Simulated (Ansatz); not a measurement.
**SVWN5/STO-3G run of BPH4 (SMILES BP)**

What is the vertical ionisation energy of BPH4 at SVWN5/STO-3G? 

The calculation is run with Ansatz 0.2.0.

53 further runs of the same task are left out: 53 set aside as unsound or not needed.

**1. The structure to begin with**

The species is BPH4 (6 atoms), meant as a singlet with charge 0. SMILES: `BP`. The shape is that of a GFN2-xTB optimisation.

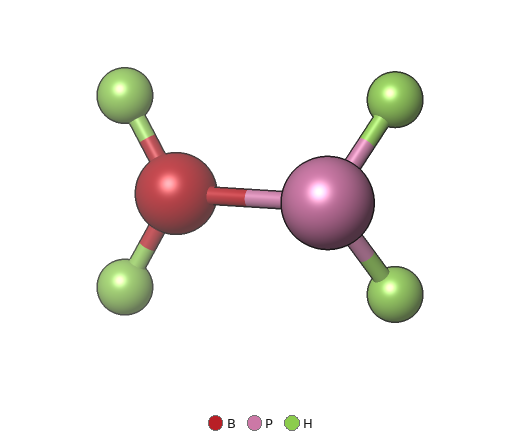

The structure, seen from a chosen angle (boron red, phosphorus pink, hydrogen green).

**2. The energy at SVWN5/STO-3G**

run.yaml

```yaml
crystal:
  periodic: [false, false, false]
  atoms:
    - {symbol: B, position_ang: [0.002660, -0.867960, 0.118880]}
    - {symbol: P, position_ang: [0.378740, 0.928770, 0.259630]}
    - {symbol: H, position_ang: [-0.777460, -1.351190, 0.842930]}
    - {symbol: H, position_ang: [0.659230, -1.540870, -0.575930]}
    - {symbol: H, position_ang: [0.599110, 1.319050, -1.043720]}
    - {symbol: H, position_ang: [-0.862270, 1.512200, 0.398210]}
basis:
  gaussian: {orbitals: STO-3G}
hamiltonian: {xc: {name: SVWN5}}
accuracy: high
```

The run is started by

```sh
ansatz run run.yaml --threads 1 --pin off --max-ram 2610MiB --events-out events.jsonl --progress --plain --runs-dir runs
```

Log:

```text
Warning: RAYON_NUM_THREADS=1 ignored (pool sized by the plan → 1); use --threads N
Functional definition: SVWN5
  name "SVWN5"
  exchange = slater_x
  correlation = vwn5_c
314 factors; integrals over basis functions are off by at most 5.1e-9 eV
mean field evaluation 1: about -9871.1261 eV, gradient 1.2e1 eV
mean field evaluation 2: about -9870.6767 eV, gradient 1.4e1 eV
mean field evaluation 4: about -9871.6259 eV, gradient 4.5e-1 eV
mean field evaluation 8: about -9871.5622 eV, gradient 6.9e-3 eV
mean field evaluation 16: about -9871.5622 eV, gradient 1.9e-8 eV
mean field -9871.56217664 eV, -362.7732188062 hartree, gradient 2.0e-8 eV, S^2 0.000000; 0 other end points of the search recorded, 0 dependent functions left out
reference -9871.56217841 eV, -362.7732188714 hartree; 12, 12 occupied and 6, 6 virtual orbitals, 314 factors
Total energy: -9871.56217841 eV, -362.7732188714 hartree
```

It took 0.44 s on 1 thread of AMD EPYC 7R13 (Zen 3), shared host.

**3. The doublet cation**

molecule.yaml

```yaml
crystal:
  periodic: [false, false, false]
  atoms:
    - {symbol: B, position_ang: [0.002660, -0.867960, 0.118880]}
    - {symbol: P, position_ang: [0.378740, 0.928770, 0.259630]}
    - {symbol: H, position_ang: [-0.777460, -1.351190, 0.842930]}
    - {symbol: H, position_ang: [0.659230, -1.540870, -0.575930]}
    - {symbol: H, position_ang: [0.599110, 1.319050, -1.043720]}
    - {symbol: H, position_ang: [-0.862270, 1.512200, 0.398210]}
basis:
  gaussian:
    orbitals: STO-3G
total_charge: 1
magnetization:
  spin_polarized: true
  initial_magnetization: 1
hamiltonian:
  xc: {name: SVWN5}
accuracy: high
```

The run is started by

```sh
ansatz run molecule.yaml --threads 1 --pin off --max-ram 2610MiB --events-out events.jsonl --progress --plain --runs-dir runs
```

Log:

```text
Warning: RAYON_NUM_THREADS=1 ignored (pool sized by the plan → 1); use --threads N
[... 4 set-up lines as earlier in the session ...]
313 factors; integrals over basis functions are off by at most 5.1e-9 eV
mean field evaluation 1: about -9862.3000 eV, gradient 1.1e1 eV
mean field evaluation 2: about -9854.2331 eV, gradient 2.4e1 eV
mean field evaluation 4: about -9863.4652 eV, gradient 4.5e-1 eV
mean field evaluation 8: about -9863.4097 eV, gradient 1.2e-2 eV
mean field evaluation 16: about -9863.4098 eV, gradient 2.2e-7 eV
mean field -9863.40975094 eV, -362.4736226879 hartree, gradient 4.1e-8 eV, S^2 0.751293; 0 other end points of the search recorded, 0 dependent functions left out
reference -9863.40975282 eV, -362.4736227567 hartree; 12, 11 occupied and 6, 7 virtual orbitals, 313 factors
Total energy: -9863.40975282 eV, -362.4736227567 hartree
```

It took 0.6 s on 1 thread of AMD EPYC 7R13 (Zen 3), shared host; peak memory 0.13 GiB.

**4. Results**

At SVWN5/STO-3G:

| quantity | value |
| --- | --- |
| singlet BPH4: total energy | -362.77322 Eh |
| doublet cation: total energy | -362.47362 Eh |
| doublet cation: ⟨S²⟩ | 0.751 |
| vertical ionisation energy (to the doublet cation) | 8.152 eV |

What this shows: Removing an electron at fixed nuclei costs 8.15 eV (188 kcal/mol). In a minimal basis such a difference can be off by several eV, whatever the method.
